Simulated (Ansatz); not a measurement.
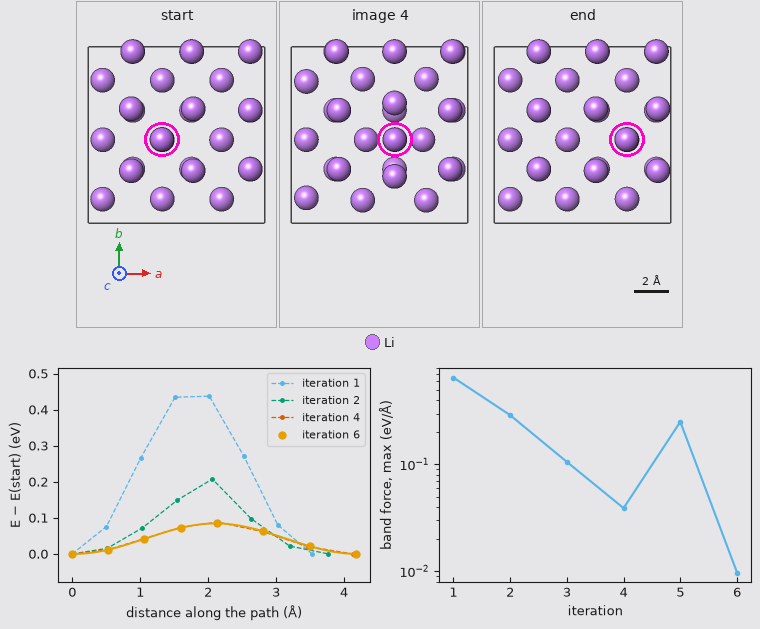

NEB run on Li on Li(100) (28 atoms in the cell). Images are numbered from 0 (start) to 7 (end). The plot follows the band through its iterations. Style: spheres-only. Shown: the simulation cell, with the vacuum cut short (origin moved), along the c axis. The moving atom is ringed, with any periodic copies.

Method: DFT r2SCAN, scalar-relativistic, plane waves, PAW (Ansatz 0.2.0). Settings: plane-wave cutoff 500 eV; k-point mesh 2 × 2 × 1; Gaussian smearing 0.15 eV; 9 atoms held fixed; 6 movable images; climbing image from the first iteration; force threshold 0.05 eV/Å; iteration limit 31.

Question: Judge this run.

Answer: The run is converged, with reservations. The band converged in 6 iterations. The largest component of the band force went from 0.65 to 0.0097 eV/Å. The climbing image converged on the top of the path. Its curvatures weren't checked. The first iteration put the highest image at 0.437 eV. The barrier is about 0.085 eV in both directions, with image 4 at the top; the ends have the same energy.

Cost: 8.5 min on 4 threads of AMD EPYC 9R45 96-Core Processor (Zen 5), on a shared host, peak memory 6.9 GiB.
